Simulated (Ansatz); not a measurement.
**GaH₃ + SiH₄O: a complex and its separated parts**

Aim: how far the complex at one end of a reaction step lies below its separated, relaxed parts, level by level.

The runs use Ansatz 0.2.0, Gaussian basis; PBE0-D4/def2-TZVP structures, single points in def2-TZVPP, no counterpoise correction.

Levels: SPW92, PBE-D4, BLYP-D4, r2SCAN-D4, B97M-V, PBE0-D4, B3LYP-D4, r2SCAN0-D4, BHLYP-D4, CAM-B3LYP-D4, wB97X-V, wB97M-V, B2PLYP, PBE-QIDH, RPA on PBE, Hartree-Fock, MP2, CCSD, CCSD(T).

Cores are frozen in the correlated methods. Filled d shells of the heavier atoms are correlated. B3LYP uses VWN-RPA correlation. B2PLYP carries no dispersion term here.

94 further runs of the same task are left out: 94 set aside as unsound or not needed. Runs told in other sessions of the task aren't counted.

## Step 1: The system as given

The complex: 10 atoms, charge 0, spin multiplicity 1.

Atoms are counted from 1 here; the program's logs count them from 0.

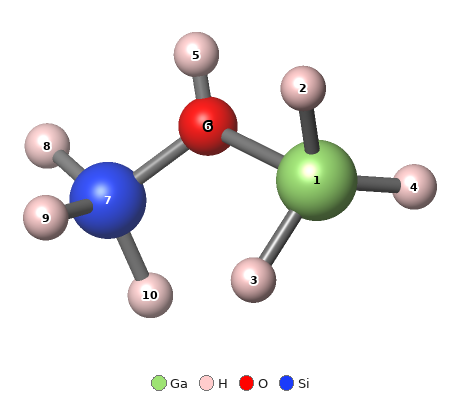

As it starts; gallium green, hydrogen pink, oxygen red, silicon blue; atoms are numbered from 1 in the order of the file.

Coordinates:

```
Ga   -0.7773    0.3788   -1.5779
H     0.3720    1.0467   -2.4284
H    -0.7515   -1.1918   -1.3850
H    -2.1303    1.1481   -1.3626
H     0.8132    1.4250    0.3211
O     0.1631    0.7192    0.3549
Si    0.5111   -0.6215    1.3150
H     1.1303   -0.1053    2.5616
H     1.4537   -1.5260    0.6197
H    -0.7845   -1.2733    1.5816
```

Its parts: GaH₃ holds atoms 1, 2, 3, 4; SiH₄O holds atoms 5, 6, 7, 8, 9, 10. Each part counts its atoms afresh in its own runs.

## Step 2: Relaxing GaH₃ alone

Contents of relax-a/in.yaml:

```yaml
crystal:
  periodic: [false, false, false]
  atoms:
    - {symbol: Ga, position_ang: [-0.777253, 0.378782, -1.577890]}
    - {symbol: H, position_ang: [0.372027, 1.046699, -2.428374]}
    - {symbol: H, position_ang: [-0.751509, -1.191822, -1.384962]}
    - {symbol: H, position_ang: [-2.130301, 1.148147, -1.362595]}
basis:
  gaussian: {orbitals: def2-TZVP}
hamiltonian: {xc: pbe0, dispersion: d4}
relax: {f_tol: 0.005, max_steps: 200}
```

The run is started by

```console
ansatz run in.yaml --threads 4 --pin off --events-out ev --progress --plain --max-ram 9574MiB
```

Output, shortened:

```text
Functional definition: PBE0
  name "PBE0"
  cite "Adamo & Barone, J. Chem. Phys. 110, 6158 (1999) doi:10.1063/1.478522"
  cite "Perdew, Burke & Ernzerhof, Phys. Rev. Lett. 77, 3865 (1996) doi:10.1103/PhysRevLett.77.3865"
  parent pbe
[...]
545 factors; their error is unknown
[...]
mean field -52418.86086137 eV, -1926.3576058754 hartree, gradient 6.4e-5 eV, S^2 0.000000; 0 other end points of the search recorded, 0 dependent functions left out
[...]
reference -52418.86088800 eV, -1926.3576068539 hartree; 17, 17 occupied and 49, 49 virtual orbitals, 545 factors
[...]
545 factors; their error is unknown
[...]
mean field -52418.93797367 eV, -1926.3604397001 hartree, gradient 3.6e-5 eV, S^2 0.000000; 1 other end points of the search recorded, 0 dependent functions left out
[...]
reference -52418.93800047 eV, -1926.3604406851 hartree; 17, 17 occupied and 49, 49 virtual orbitals, 545 factors
Total energy: -52418.96625861 eV, -1926.3614791525 hartree
Atom 0 at    -0.821770     0.345443    -1.688469 Å, force     0.000033     0.000063     0.000125 eV/Å
Atom 1 at     0.384848     1.059884    -2.391149 Å, force    -0.000760    -0.000465     0.000394 eV/Å
Atom 2 at    -0.737462    -1.183174    -1.347396 Å, force    -0.000059     0.000921    -0.000254 eV/Å
Atom 3 at    -2.112652     1.159653    -1.326807 Å, force     0.000786    -0.000519    -0.000266 eV/Å
Dipole moment:    -0.000011    -0.000010    -0.000013 e Å
```

Run time: 3.3 s. Hardware: 4 threads of Intel Xeon at 2.50GHz, shared host.

Along the way:

```tsv
step	energy from step 1 (eV)	largest force component (eV/Å)
1	0.0000	0.8447
2	-0.0414	0.5023
3	-0.0771	0.0148
4	-0.0771	0.0009
```

Close pairs (by a distance rule), those that changed most:

```tsv
bond	before (Å)	after (Å)	change (Å)
Ga1–H3	1.583	1.568	-0.014
Ga1–H2	1.578	1.568	-0.010
Ga1–H4	1.571	1.568	-0.003
```

## Step 3: Relaxing SiH₄O alone

Contents of relax-b/in.yaml:

```yaml
crystal:
  periodic: [false, false, false]
  atoms:
    - {symbol: H, position_ang: [0.813169, 1.425049, 0.321051]}
    - {symbol: O, position_ang: [0.163137, 0.719182, 0.354871]}
    - {symbol: Si, position_ang: [0.511149, -0.621497, 1.314952]}
    - {symbol: H, position_ang: [1.130342, -0.105279, 2.561638]}
    - {symbol: H, position_ang: [1.453716, -1.526003, 0.619747]}
    - {symbol: H, position_ang: [-0.784477, -1.273258, 1.581563]}
basis:
  gaussian: {orbitals: def2-TZVP}
hamiltonian: {xc: pbe0, dispersion: d4}
relax: {f_tol: 0.005, max_steps: 200}
```

The run is started by

```console
ansatz run in.yaml --threads 4 --pin off --events-out ev --progress --plain --max-ram 9574MiB
```

Output, shortened:

```text
Functional definition: PBE0
  name "PBE0"
  cite "Adamo & Barone, J. Chem. Phys. 110, 6158 (1999) doi:10.1063/1.478522"
  cite "Perdew, Burke & Ernzerhof, Phys. Rev. Lett. 77, 3865 (1996) doi:10.1103/PhysRevLett.77.3865"
  parent pbe
[...]
595 factors; their error is unknown
[...]
mean field -9986.19118728 eV, -366.9857572489 hartree, gradient 4.6e-5 eV, S^2 0.000000; 0 other end points of the search recorded, 0 dependent functions left out
[...]
Atom 2 at     0.507498    -0.566538     1.329974 Å, force     0.001017     0.000648    -0.001448 eV/Å
Atom 3 at     1.121660    -0.191576     2.633510 Å, force    -0.000541    -0.000127     0.000266 eV/Å
Atom 4 at     1.461838    -1.458030     0.614781 Å, force    -0.000011    -0.000070     0.000043 eV/Å
Atom 5 at    -0.769204    -1.279324     1.561693 Å, force    -0.000104     0.000021     0.000697 eV/Å
Dipole moment:     0.264025     0.098495    -0.017449 e Å
```

Run time: 17 s. Hardware: 4 threads of Intel Xeon at 2.50GHz, shared host.

Along the way: (the energy doesn't fall at every step)

```tsv
step	energy from step 1 (eV)	largest force component (eV/Å)
1	0.0000	1.3687
2	-0.0301	0.5504
3	-0.0386	0.0421
4	-0.0394	0.0388
5	-0.0364	0.5825
6	-0.0410	0.0264
7	-0.0392	0.2991
8	-0.0419	0.0166
9	-0.0358	0.5809
10	-0.0421	0.0066
11	-0.0421	0.0214
12	-0.0422	0.0016
13	-0.0422	0.0039
```

Distances of close pairs at the start and the end, largest changes first:

```tsv
bond	before (Å)	after (Å)	change (Å)
O2–Si3	1.685	1.648	-0.037
Si3–H5	1.480	1.489	+0.009
Si3–H6	1.475	1.480	+0.006
Si3–H4	1.485	1.489	+0.004
H1–O2	0.960	0.958	-0.003
```

## Step 4: SPW92/def2-TZVPP

Contents of parta/in.yaml:

```yaml
crystal:
  periodic: [false, false, false]
  atoms:
    - {symbol: Ga, position_ang: [-0.821770, 0.345443, -1.688469]}
    - {symbol: H, position_ang: [0.384848, 1.059884, -2.391149]}
    - {symbol: H, position_ang: [-0.737462, -1.183174, -1.347396]}
    - {symbol: H, position_ang: [-2.112652, 1.159653, -1.326807]}
basis:
  gaussian: {orbitals: def2-TZVPP}
hamiltonian: {xc: lda}
```

Contents of partb/in.yaml:

```yaml
crystal:
  periodic: [false, false, false]
  atoms:
    - {symbol: H, position_ang: [0.838374, 1.351751, 0.181503]}
    - {symbol: O, position_ang: [0.126871, 0.761911, 0.432362]}
    - {symbol: Si, position_ang: [0.507498, -0.566538, 1.329974]}
    - {symbol: H, position_ang: [1.121660, -0.191576, 2.633510]}
    - {symbol: H, position_ang: [1.461838, -1.458030, 0.614781]}
    - {symbol: H, position_ang: [-0.769204, -1.279324, 1.561693]}
basis:
  gaussian: {orbitals: def2-TZVPP}
hamiltonian: {xc: lda}
```

The same command starts each run, in its folder.

The run is started by

```console
ansatz run in.yaml --threads 4 --pin off --events-out ev --progress --plain --max-ram 9574MiB
```

Output in parta, shortened:

```text
Functional definition: SPW92
  name "SPW92"
  cite "Dirac, Proc. Camb. Phil. Soc. 26, 376 (1930) doi:10.1017/S0305004100016108"
  cite "Slater, Phys. Rev. 81, 385 (1951) doi:10.1103/PhysRev.81.385"
  cite "Perdew & Wang, Phys. Rev. B 45, 13244 (1992) doi:10.1103/PhysRevB.45.13244"
[...]
545 factors; their error is unknown
[...]
mean field -52342.43625203 eV, -1923.5490532844 hartree, gradient 2.0e-5 eV, S^2 0.000000; 0 other end points of the search recorded, 0 dependent functions left out
reference -52342.43628597 eV, -1923.5490545320 hartree; 17, 17 occupied and 73, 73 virtual orbitals, 545 factors
Total energy: -52342.43628597 eV, -1923.5490545320 hartree
```

Output in partb, shortened:

```text
Functional definition: SPW92
  name "SPW92"
  cite "Dirac, Proc. Camb. Phil. Soc. 26, 376 (1930) doi:10.1017/S0305004100016108"
  cite "Slater, Phys. Rev. 81, 385 (1951) doi:10.1103/PhysRev.81.385"
  cite "Perdew & Wang, Phys. Rev. B 45, 13244 (1992) doi:10.1103/PhysRevB.45.13244"
[...]
675 factors; their error is unknown
[...]
mean field -9944.57259699 eV, -365.4563022660 hartree, gradient 2.9e-5 eV, S^2 0.000000; 0 other end points of the search recorded, 0 dependent functions left out
reference -9944.57262833 eV, -365.4563034178 hartree; 13, 13 occupied and 116, 116 virtual orbitals, 675 factors
Total energy: -9944.57262833 eV, -365.4563034178 hartree
```

Times: 0.51 s (parta), 0.81 s (partb) on 4 threads of Intel Xeon at 2.50GHz, shared host.

## Step 5: PBE-D4/def2-TZVPP

Each input of step 4 (parta, partb) changes in the same lines:

```diff
-hamiltonian: {xc: lda}
+hamiltonian: {xc: pbe, dispersion: d4}
```

Each run has its own folder and the same command.

The run is started by

```console
ansatz run in.yaml --threads 4 --pin off --events-out ev --progress --plain --max-ram 9574MiB
```

Log of parta, shortened:

```text
Functional definition: PBE
  name "PBE"
  cite "Perdew, Burke & Ernzerhof, Phys. Rev. Lett. 77, 3865 (1996) doi:10.1103/PhysRevLett.77.3865"
  parent pbe
[...]
545 factors; their error is unknown
[...]
mean field -52417.75194894 eV, -1926.3168540952 hartree, gradient 2.3e-5 eV, S^2 0.000000; 0 other end points of the search recorded, 0 dependent functions left out
reference -52417.75198490 eV, -1926.3168554166 hartree; 17, 17 occupied and 73, 73 virtual orbitals, 545 factors
Total energy: -52417.78627615 eV, -1926.3181155969 hartree
```

Log of partb, shortened:

```text
Functional definition: PBE
  name "PBE"
  cite "Perdew, Burke & Ernzerhof, Phys. Rev. Lett. 77, 3865 (1996) doi:10.1103/PhysRevLett.77.3865"
  parent pbe
[...]
675 factors; their error is unknown
[...]
mean field -9985.38614883 eV, -366.9561726317 hartree, gradient 4.1e-5 eV, S^2 0.000000; 0 other end points of the search recorded, 0 dependent functions left out
reference -9985.38618236 eV, -366.9561738641 hartree; 13, 13 occupied and 116, 116 virtual orbitals, 675 factors
Total energy: -9985.45067079 eV, -366.9585437698 hartree
```

They took 0.56 s (parta), 1.2 s (partb) on 4 threads of Intel Xeon at 2.50GHz, shared host.

## Step 6: BLYP-D4/def2-TZVPP

Each input of step 5 (parta, partb) changes in the same lines:

```diff
-hamiltonian: {xc: pbe, dispersion: d4}
+hamiltonian: {xc: {name: BLYP}, dispersion: d4}
```

The same command starts each run, in its folder.

The run is started by

```console
ansatz run in.yaml --threads 4 --pin off --events-out ev --progress --plain --max-ram 9574MiB
```

parta printed, shortened:

```text
Functional definition: BLYP
  name "BLYP"
  cite "Becke, Phys. Rev. A 38, 3098 (1988) doi:10.1103/PhysRevA.38.3098"
  cite "Lee, Yang & Parr, Phys. Rev. B 37, 785 (1988) doi:10.1103/PhysRevB.37.785"
[...]
545 factors; their error is unknown
[...]
mean field -52427.71835483 eV, -1926.6831127562 hartree, gradient 2.0e-5 eV, S^2 0.000000; 0 other end points of the search recorded, 0 dependent functions left out
reference -52427.71864758 eV, -1926.6831235146 hartree; 17, 17 occupied and 73, 73 virtual orbitals, 545 factors
Total energy: -52427.79649347 eV, -1926.6859842983 hartree
```

partb printed, shortened:

```text
Functional definition: BLYP
  name "BLYP"
  cite "Becke, Phys. Rev. A 38, 3098 (1988) doi:10.1103/PhysRevA.38.3098"
  cite "Lee, Yang & Parr, Phys. Rev. B 37, 785 (1988) doi:10.1103/PhysRevB.37.785"
[...]
675 factors; their error is unknown
[...]
mean field -9991.38843088 eV, -367.1767524284 hartree, gradient 3.1e-5 eV, S^2 0.000000; 0 other end points of the search recorded, 0 dependent functions left out
reference -9991.38871270 eV, -367.1767627852 hartree; 13, 13 occupied and 116, 116 virtual orbitals, 675 factors
Total energy: -9991.53682274 eV, -367.1822057287 hartree
```

They took 0.6 s (parta), 1.2 s (partb) on 4 threads of Intel Xeon at 2.50GHz, shared host.

## Step 7: r2SCAN-D4/def2-TZVPP

The same edit goes into each in.yaml of step 6 (parta, partb):

```diff
-hamiltonian: {xc: {name: BLYP}, dispersion: d4}
+hamiltonian: {xc: r2scan, dispersion: d4}
```

The same command starts each run, in its folder.

The run is started by

```console
ansatz run in.yaml --threads 4 --pin off --events-out ev --progress --plain --max-ram 9574MiB
```

Log of parta, shortened:

```text
Functional definition: r2SCAN
  name "r2SCAN"
  cite "Furness, Kaplan, Ning, Perdew & Sun, J. Phys. Chem. Lett. 11, 8208 (2020) doi:10.1021/acs.jpclett.0c02405"
  cite "Furness, Kaplan, Ning, Perdew & Sun, J. Phys. Chem. Lett. 11, 9248 (2020) doi:10.1021/acs.jpclett.0c03077"
  parent r2scan
[...]
545 factors; their error is unknown
[...]
mean field -52425.60425050 eV, -1926.6054208551 hartree, gradient 1.5e-5 eV, S^2 0.000000; 0 other end points of the search recorded, 0 dependent functions left out
reference -52425.60426140 eV, -1926.6054212557 hartree; 17, 17 occupied and 73, 73 virtual orbitals, 545 factors
Total energy: -52425.61171560 eV, -1926.6056951922 hartree
```

Log of partb, shortened:

```text
Functional definition: r2SCAN
  name "r2SCAN"
  cite "Furness, Kaplan, Ning, Perdew & Sun, J. Phys. Chem. Lett. 11, 8208 (2020) doi:10.1021/acs.jpclett.0c02405"
  cite "Furness, Kaplan, Ning, Perdew & Sun, J. Phys. Chem. Lett. 11, 9248 (2020) doi:10.1021/acs.jpclett.0c03077"
  parent r2scan
[...]
675 factors; their error is unknown
[...]
mean field -9990.14276501 eV, -367.1309750521 hartree, gradient 2.4e-5 eV, S^2 0.000000; 0 other end points of the search recorded, 0 dependent functions left out
reference -9990.14277542 eV, -367.1309754348 hartree; 13, 13 occupied and 116, 116 virtual orbitals, 675 factors
Total energy: -9990.15740956 eV, -367.1315132295 hartree
```

Wall times: 1.3 s (parta), 2.1 s (partb) on 4 threads of Intel Xeon at 2.50GHz, shared host.

## Step 8: B97M-V/def2-TZVPP

The same edit goes into each in.yaml of step 7 (parta, partb):

```diff
-hamiltonian: {xc: r2scan, dispersion: d4}
+hamiltonian: {xc: {name: B97M-V}}
```

The same command starts each run, in its folder.

The run is started by

```console
ansatz run in.yaml --threads 4 --pin off --events-out ev --progress --plain --max-ram 9574MiB
```

Output in parta, shortened:

```text
Functional definition: B97M-V
  name "B97M-V"
  cite "Mardirossian & Head-Gordon, J. Chem. Phys. 142, 074111 (2015) doi:10.1063/1.4907719"
  cite "Becke, J. Chem. Phys. 107, 8554 (1997) doi:10.1063/1.475007"
  cite "Vydrov & Van Voorhis, J. Chem. Phys. 133, 244103 (2010) doi:10.1063/1.3521275"
  # Of w^i u^j: cxij and so on, Table III.
[...]
  gx(w, u) = cx00 + cx01*u + cx02*u^2 + (cx10 + cx11*u)*w
[...]
  gos(w, u) = cos00 + cos01*u + cos03*u^3 + cos10*w + cos32*w^3*u^2
[...]
      + integral(e_c_pw_mod_opposite_spin*gos(b97_w_opposite, b97_u_opposite)) + vv10(b, c)
545 factors; their error is unknown
[...]
mean field -52416.12278999 eV, -1926.2569836079 hartree, gradient 1.4e-5 eV, S^2 0.000000; 0 other end points of the search recorded, 0 dependent functions left out
reference -52416.12284202 eV, -1926.2569855200 hartree; 17, 17 occupied and 73, 73 virtual orbitals, 545 factors
Total energy: -52416.12284202 eV, -1926.2569855200 hartree
```

partb printed, shortened:

```text
Functional definition: B97M-V
  name "B97M-V"
  cite "Mardirossian & Head-Gordon, J. Chem. Phys. 142, 074111 (2015) doi:10.1063/1.4907719"
  cite "Becke, J. Chem. Phys. 107, 8554 (1997) doi:10.1063/1.475007"
  cite "Vydrov & Van Voorhis, J. Chem. Phys. 133, 244103 (2010) doi:10.1063/1.3521275"
  # Of w^i u^j: cxij and so on, Table III.
[...]
  gx(w, u) = cx00 + cx01*u + cx02*u^2 + (cx10 + cx11*u)*w
[...]
  gos(w, u) = cos00 + cos01*u + cos03*u^3 + cos10*w + cos32*w^3*u^2
[...]
      + integral(e_c_pw_mod_opposite_spin*gos(b97_w_opposite, b97_u_opposite)) + vv10(b, c)
675 factors; their error is unknown
[...]
mean field -9989.26354790 eV, -367.0986644193 hartree, gradient 7.0e-5 eV, S^2 0.000000; 0 other end points of the search recorded, 0 dependent functions left out
reference -9989.26360007 eV, -367.0986663366 hartree; 13, 13 occupied and 116, 116 virtual orbitals, 675 factors
Total energy: -9989.26360007 eV, -367.0986663366 hartree
```

Times: 1.8 s (parta), 3 s (partb) on 4 threads of Intel Xeon at 2.50GHz, shared host.

## Step 9: PBE0-D4/def2-TZVPP

Each input of step 8 (parta, partb) changes in the same lines:

```diff
-hamiltonian: {xc: {name: B97M-V}}
+hamiltonian: {xc: pbe0, dispersion: d4}
+output: {orbitals: {seedname: orbitals}}
```

The same command starts each run, in its folder.

The run is started by

```console
ansatz run in.yaml --threads 4 --pin off --events-out ev --progress --plain --max-ram 9574MiB
```

Output in parta, shortened:

```text
Functional definition: PBE0
  name "PBE0"
  cite "Adamo & Barone, J. Chem. Phys. 110, 6158 (1999) doi:10.1063/1.478522"
  cite "Perdew, Burke & Ernzerhof, Phys. Rev. Lett. 77, 3865 (1996) doi:10.1103/PhysRevLett.77.3865"
  parent pbe
[...]
590 factors; their error is unknown
[...]
mean field -52418.95496756 eV, -1926.3610642141 hartree, gradient 4.3e-5 eV, S^2 0.000000; 0 other end points of the search recorded, 0 dependent functions left out
reference -52418.95499445 eV, -1926.3610652020 hartree; 17, 17 occupied and 73, 73 virtual orbitals, 590 factors
Total energy: -52418.98325258 eV, -1926.3621036694 hartree
```

partb printed, shortened:

```text
Functional definition: PBE0
  name "PBE0"
  cite "Adamo & Barone, J. Chem. Phys. 110, 6158 (1999) doi:10.1063/1.478522"
  cite "Perdew, Burke & Ernzerhof, Phys. Rev. Lett. 77, 3865 (1996) doi:10.1103/PhysRevLett.77.3865"
  parent pbe
[...]
678 factors; their error is unknown
[...]
mean field -9986.29141676 eV, -366.9894406146 hartree, gradient 1.5e-5 eV, S^2 0.000000; 0 other end points of the search recorded, 0 dependent functions left out
reference -9986.29144186 eV, -366.9894415369 hartree; 13, 13 occupied and 116, 116 virtual orbitals, 678 factors
Total energy: -9986.34444072 eV, -366.9913892091 hartree
```

Times: 0.81 s (parta), 1.5 s (partb) on 4 threads of Intel Xeon at 2.50GHz, shared host.

## Step 10: B3LYP-D4/def2-TZVPP

The same edit goes into each in.yaml of step 9 (parta, partb):

```diff
-hamiltonian: {xc: pbe0, dispersion: d4}
-output: {orbitals: {seedname: orbitals}}
+hamiltonian: {xc: {name: B3LYP}, dispersion: d4}
```

Each run has its own folder and the same command.

The run is started by

```console
ansatz run in.yaml --threads 4 --pin off --events-out ev --progress --plain --max-ram 9574MiB
```

Log of parta, shortened:

```text
Functional definition: B3LYP
  name "B3LYP"
  cite "Stephens, Devlin, Chabalowski & Frisch, J. Phys. Chem. 98, 11623 (1994) doi:10.1021/j100096a001"
  cite "Becke, Phys. Rev. A 38, 3098 (1988) doi:10.1103/PhysRevA.38.3098"
  cite "Lee, Yang & Parr, Phys. Rev. B 37, 785 (1988) doi:10.1103/PhysRevB.37.785"
  cite "Vosko, Wilk & Nusair, Can. J. Phys. 58, 1200 (1980) doi:10.1139/p80-159"
[...]
580 factors; their error is unknown
[...]
mean field -52427.59408482 eV, -1926.6785459174 hartree, gradient 2.3e-5 eV, S^2 0.000000; 0 other end points of the search recorded, 0 dependent functions left out
reference -52427.59430350 eV, -1926.6785539537 hartree; 17, 17 occupied and 73, 73 virtual orbitals, 580 factors
Total energy: -52427.65047446 eV, -1926.6806181985 hartree
```

Output in partb, shortened:

```text
Functional definition: B3LYP
  name "B3LYP"
  cite "Stephens, Devlin, Chabalowski & Frisch, J. Phys. Chem. 98, 11623 (1994) doi:10.1021/j100096a001"
  cite "Becke, Phys. Rev. A 38, 3098 (1988) doi:10.1103/PhysRevA.38.3098"
  cite "Lee, Yang & Parr, Phys. Rev. B 37, 785 (1988) doi:10.1103/PhysRevB.37.785"
  cite "Vosko, Wilk & Nusair, Can. J. Phys. 58, 1200 (1980) doi:10.1139/p80-159"
[...]
678 factors; their error is unknown
[...]
mean field -9992.74277857 eV, -367.2265237882 hartree, gradient 2.1e-5 eV, S^2 0.000000; 0 other end points of the search recorded, 0 dependent functions left out
reference -9992.74298841 eV, -367.2265314996 hartree; 13, 13 occupied and 116, 116 virtual orbitals, 678 factors
Total energy: -9992.84767755 eV, -367.2303787544 hartree
```

Times: 0.76 s (parta), 1.6 s (partb) on 4 threads of Intel Xeon at 2.50GHz, shared host.

## Step 11: r2SCAN0-D4/def2-TZVPP

Each input of step 10 (parta, partb) changes in the same lines:

```diff
-hamiltonian: {xc: {name: B3LYP}, dispersion: d4}
+hamiltonian: {xc: {name: r2SCAN0}, dispersion: d4}
```

The same command starts each run, in its folder.

The run is started by

```console
ansatz run in.yaml --threads 4 --pin off --events-out ev --progress --plain --max-ram 9574MiB
```

Output in parta, shortened:

```text
Functional definition: r2SCAN0
  name "r2SCAN0"
  cite "Bursch, Neugebauer, Ehlert & Grimme, J. Chem. Phys. 156, 134105 (2022) doi:10.1063/5.0086040"
  cite "Furness, Kaplan, Ning, Perdew & Sun, J. Phys. Chem. Lett. 11, 8208 (2020) doi:10.1021/acs.jpclett.0c02405"
  cite "Furness, Kaplan, Ning, Perdew & Sun, J. Phys. Chem. Lett. 11, 9248 (2020) doi:10.1021/acs.jpclett.0c03077"
  parent r2scan
[...]
590 factors; their error is unknown
[...]
mean field -52424.90131951 eV, -1926.5795886176 hartree, gradient 1.6e-5 eV, S^2 0.000000; 0 other end points of the search recorded, 0 dependent functions left out
reference -52424.90132821 eV, -1926.5795889374 hartree; 17, 17 occupied and 73, 73 virtual orbitals, 590 factors
Total energy: -52424.91018716 eV, -1926.5799144977 hartree
```

Output in partb, shortened:

```text
Functional definition: r2SCAN0
  name "r2SCAN0"
  cite "Bursch, Neugebauer, Ehlert & Grimme, J. Chem. Phys. 156, 134105 (2022) doi:10.1063/5.0086040"
  cite "Furness, Kaplan, Ning, Perdew & Sun, J. Phys. Chem. Lett. 11, 8208 (2020) doi:10.1021/acs.jpclett.0c02405"
  cite "Furness, Kaplan, Ning, Perdew & Sun, J. Phys. Chem. Lett. 11, 9248 (2020) doi:10.1021/acs.jpclett.0c03077"
  parent r2scan
[...]
678 factors; their error is unknown
[...]
mean field -9989.76143466 eV, -367.1169614204 hartree, gradient 1.4e-5 eV, S^2 0.000000; 0 other end points of the search recorded, 0 dependent functions left out
reference -9989.76144294 eV, -367.1169617246 hartree; 13, 13 occupied and 116, 116 virtual orbitals, 678 factors
Total energy: -9989.77847066 eV, -367.1175874819 hartree
```

Times: 1.5 s (parta), 2.3 s (partb) on 4 threads of Intel Xeon at 2.50GHz, shared host.

[end of part 1 of 3]
